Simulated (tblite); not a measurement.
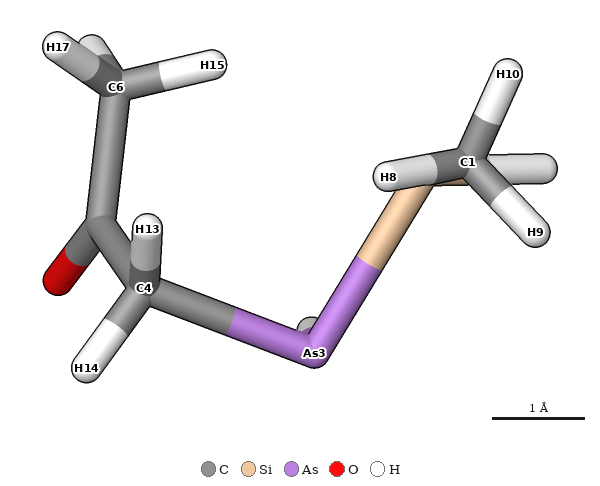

Figure 1. The input geometry (stick view, seen at a tilt; atoms are numbered from 1 in the order of the input).

**Frequency calculation of C₄H₁₀AsOSi**

C₄H₁₀AsOSi, multiplicity 2, SMILES C[SiH][AsH]CC(C)=O, computed with GFN2-xTB harmonic vibrations, gas phase (tblite 0.8.0).

It belongs to a series of runs on one base structure; here: H removed from Si.

Log
```
mode    cm-1     km/mol
  1      23.8      2.79
  2      24.6      0.64
  3      93.0      4.24
  4      99.0      7.02
  5     122.1      1.52
  6     136.8      0.35
  7     148.9      0.38
  8     162.7      1.30
  9     330.5      1.72
 10     375.5      7.28
 11     402.2     41.17
 12     457.2     18.39
 13     521.1     12.38
 14     575.6     79.94
 15     598.9     18.78
 16     616.0     43.17
 17     717.3     15.82
 18     721.4     71.34
 19     777.9     29.86
 20     808.6      2.01
 21     820.7    121.16
 22     886.0     19.02
 23     965.4     20.75
 24     982.2     11.82
 25    1085.8      3.15
 26    1139.7     83.02
 27    1203.6    157.60
 28    1354.1      4.54
 29    1361.1     31.76
 30    1425.5      3.97
 31    1439.3      7.02
 32    1458.7      7.38
 33    1476.1      1.35
 34    1484.2      2.27
 35    1720.8    499.69
 36    1956.4    569.46
 37    2084.6    436.14
 38    2893.5      5.11
 39    2954.0     28.55
 40    2958.9     20.26
 41    3000.9     15.80
 42    3011.4     21.21
 43    3022.3      8.60
 44    3048.7     11.87
 45    3055.0     10.87
```

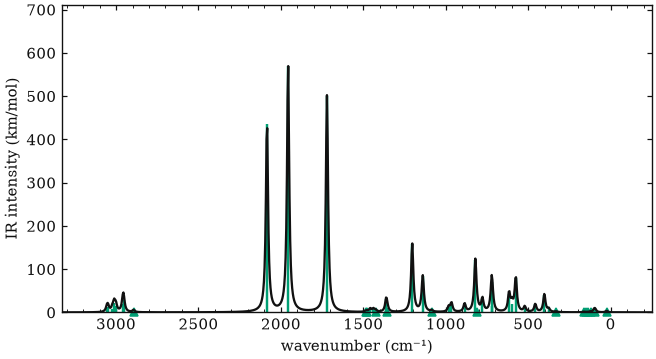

Figure 2. Harmonic infrared spectrum, unscaled: sticks (degenerate modes added up, dark ones marked on the axis) with a Lorentzian envelope of 16 cm⁻¹ full width, scaled to the tallest stick. 45 modes from 24 to 3055 cm⁻¹, none imaginary. The strongest line is at 1956 cm⁻¹ (569 km/mol).

This output came from the following input.

Input
```
{"job": {"kind": "ir", "xc": "GFN2-xTB", "basis": "xTB"}, "charge": 0, "multiplicity": 2}
C      2.832408     0.665078     0.625094
Si     1.529323     0.420112    -0.755725
As     0.509505    -1.683826    -0.485607
C     -0.984350    -1.128970     0.747618
C     -2.073386    -0.551403    -0.083211
C     -2.086043     0.952190    -0.176161
O     -2.868473    -1.249531    -0.673810
H      2.406591     0.460374     1.605356
H      3.665655    -0.019630     0.478554
H      3.234247     1.672860     0.642777
H      2.262968     0.519282    -2.039465
H     -0.264534    -1.537362    -1.757657
H     -0.595451    -0.430121     1.489548
H     -1.335440    -2.035854     1.243824
H     -1.094532     1.303577    -0.482708
H     -2.836091     1.280044    -0.890876
H     -2.309396     1.375208     0.801461
```

The first line tells a small driver script what to run in tblite; the rest is the geometry in Å.

Launched with:
```bash
OMP_NUM_THREADS=1 python <driver script> task.json out
```

Results in brief

- outcome: converged
- total energy: −592.1644 eV
- zero-point energy: 77.9150 kcal/mol
- hardware: 1 CPU thread, shared host
- wall time: 0.69 s
- peak memory: 0.17 GiB
